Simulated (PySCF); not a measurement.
HBr

```yaml
atoms:
  - { symbol: H, position_ang: [0.0000, 0.0000, -1.4041] }
  - { symbol: Br, position_ang: [0.0000, 0.0000, 0.0179] }
```

Level of theory: PySCF 2.14.0, PBE0/cc-pVTZ(-PP), non-relativistic Hamiltonian with scalar-relativistic core potentials where named, at a bond length of 1.422 Å.

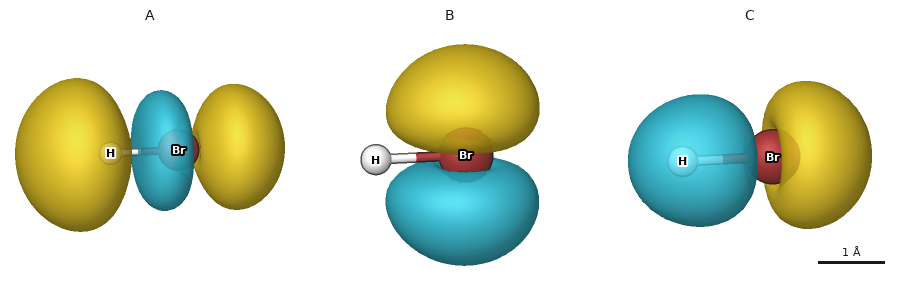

Figure 1. Three frontier orbitals, each drawn at the value that holds 80 % of its norm (yellow and cyan are the two phases), in no order; of a degenerate pair one member is drawn.

> Label each orbital by symmetry, say whether it is occupied, and order them by energy.

Orbital C: σ, occupied, −12.47 eV; mainly on Br (70 %).
Orbital B: π, occupied, −8.69 eV; almost wholly on Br.
Orbital A: σ, empty, −0.21 eV; shared between the atoms (H 50 %, Br 50 %).

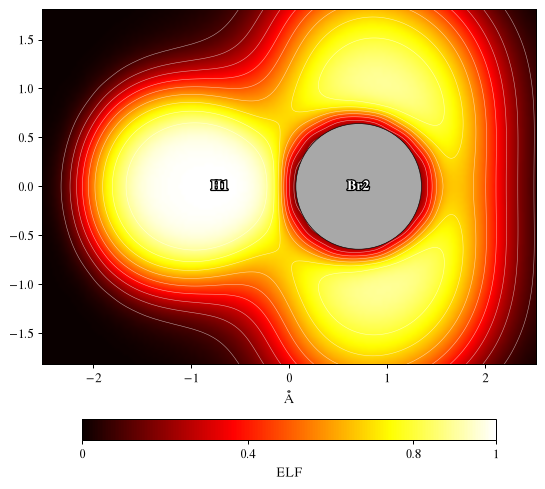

Figure 2. Electron localisation function on a plane that holds the molecular axis. Grey discs cover the atomic cores.

> Describe what can be read from this map.

- Atoms in the plane: H and Br.
- Br–H (1.42 Å): the ELF climbs to about 1 towards the hydrogen, as it does in any bond to H.
- The ELF also peaks beside Br2, away from the bonds: lone-pair regions.

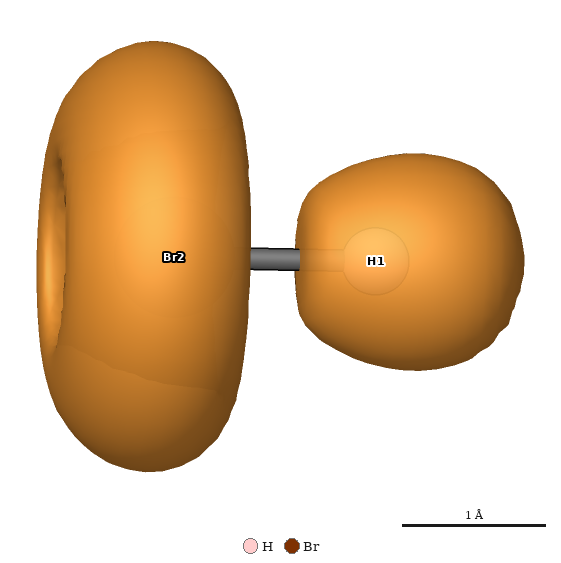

Figure 3. Isosurface of the ELF at 0.8 (orange), seen from one side. Only the valence region is drawn (cores and ρ < 0.01 e/Å³ removed).

> Where are the electrons localised?

At this value the surface marks out one region around a hydrogen nucleus and one ring or bowl of non-bonding electrons around Br.
